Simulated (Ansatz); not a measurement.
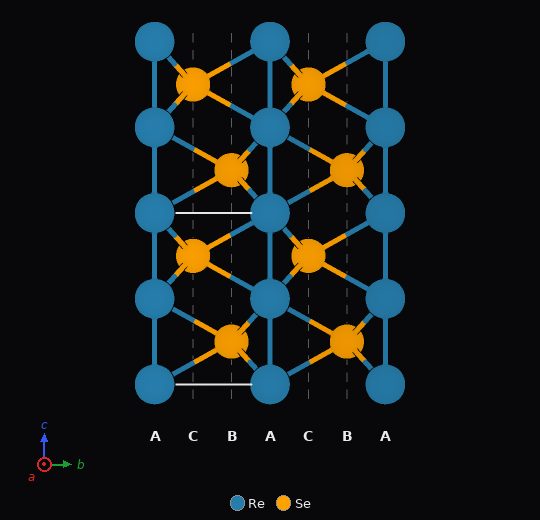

The picture looks along a close-packed row of the hexagonal mesh; c points upwards. The dashed lines mark the three columns A (0, 0), B (1/3, 2/3) and C (2/3, 1/3). The sequence starts with the first layer at or above the cell's origin.

ReSe (space group P6_3/mmc, No. 194). Coordinates: the geometry relaxed at fixed volume with Ansatz 0.2.0, DFT PBEsol, scalar-relativistic, plane waves, PAW; the starting structure was generated, so it need not be a known form of this composition.

**List the layers of one repeat.**

Re(A) – Se(B) – Re(A) – Se(C) (four layers in 5.04 Å).

**How are the Se layers alone stacked?**

Se layers alone: BC, the hexagonal close-packed type.

**Which positions between or in the Se layers do the other atoms fill?**

Re: two octahedral sites in each hexagonal cell.

Heights of the layers:

```json
{"layer": "1", "atoms (column)": "Re(A)", "height (Å)": "0.00", "to next (Å)": "1.26"}
{"layer": "2", "atoms (column)": "Se(B)", "height (Å)": "1.26", "to next (Å)": "1.26"}
{"layer": "3", "atoms (column)": "Re(A)", "height (Å)": "2.52", "to next (Å)": "1.26"}
{"layer": "4", "atoms (column)": "Se(C)", "height (Å)": "3.78", "to next (Å)": "1.26"}
```
